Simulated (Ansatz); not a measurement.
Two G0W0 runs on BaTiO3 (R3m).

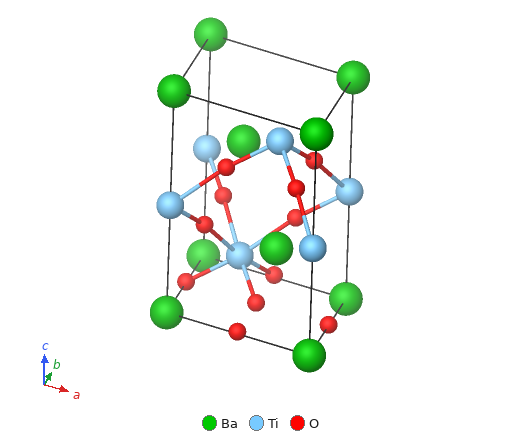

The structure (barium green, titanium blue, oxygen red). Some periodic images of atoms are drawn too.

```yaml
crystal:
  lattice:
    - [2.82737, 1.63238, 2.31839]
    - [-2.82737, 1.63238, 2.31839]
    - [0.00000, -3.26476, 2.31839]
  atoms:
    - { symbol: Ba, position: [0.00000, 0.00000, 0.00000] }
    - { symbol: Ti, position: [0.48450, 0.48450, 0.48450] }
    - { symbol: O, position: [0.50860, 0.50860, 0.01750] }
    - { symbol: O, position: [0.01750, 0.50860, 0.50860] }
    - { symbol: O, position: [0.50860, 0.01750, 0.50860] }
```

The cell and positions come from the Crystallography Open Database and are kept as given unless a step says otherwise. Spin-orbit coupling is left out unless a run names it.

The first (Ansatz 0.2.0; start LDA, 4×4×4 mesh, 757 empty bands, screening to 100 eV, PAW set soft_1 files; 1 × NVIDIA H100 80GB HBM3 (shared by 6 runs) with 3 threads of AMD EPYC 7R13 (Zen 3), shared host) gave, on its mesh: starting gap 2.35 eV, G0W0 gap 4.05 eV, RPA ε∞ (mean) 5.76, 38 s.

**Question.** The second changes empty bands from 757 to 145 and frequency model from contour deformation to plasmon pole. What does it give?

It gave: starting gap 2.35 eV, G0W0 gap 4.13 eV, RPA ε∞ (mean) 5.76, 19 s. The G0W0 gap moves by +0.08 eV, +0.00 eV from the start and +0.08 eV from the correction. Σc changes by +0.23 eV at the valence top and +0.31 eV at the conduction bottom, and Σx − Vxc between them by +0.00 eV.

Limits: not at the basis limit; no spin-orbit coupling; coarse k mesh.

[Paths, hosts, dates, memory and timing lines, banners, echoed tables and standing remarks are left out of the program output.]

[Logs are printed without paths, hosts, clocks, repeated set-up lines and the standing remarks that a program may print on its own settings, such as how far it seeks lower states.]

[Runs of the session that timed out or met a known fault of the program may be left out.]

[Cells called generated may have been cut or substituted from an entry of the Crystallography Open Database or the Materials Project.]

[Hosts, paths, dates, database ids (printed as entryN), source tags and the programs' standing remarks are cut or masked in the printed files.]
